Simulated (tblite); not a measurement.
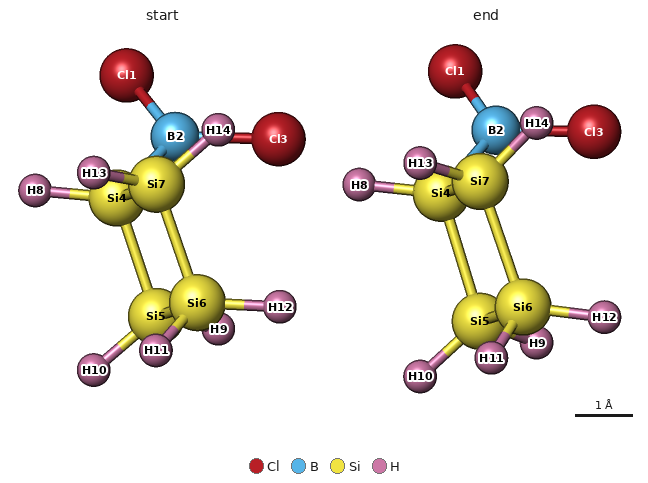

The structure of BSi4H7Cl2 before (left) and after (right) a relaxation, at one scale.

The picture is a ball-and-stick view, seen from a free direction.

Method: tblite 0.8.0, GFN2-xTB geometry optimisation, gas phase. 

Describe what moved and what it gained.

The largest moves after the best rigid fit, 0.29 Å, are those of H9, H11 and H14. Largest moves by element: H 0.29 Å, Cl 0.25 Å, B 0.17 Å, Si 0.12 Å. Near-neighbour distances that change, for instance: Si4–Si5 2.218 → 2.379 Å, Si4–Si7 2.235 → 2.379 Å, Si5–Si6 2.224 → 2.358 Å, Si6–Si7 2.228 → 2.359 Å. Among the angles between lasting bonds that change: H11–Si6–H12 115.6° → 102.1°, H9–Si5–H10 115.4° → 102.8°, Cl1–B2–Si4 119.8° → 125.1°. The energy falls by 93.2 kJ/mol in 47 geometry steps.
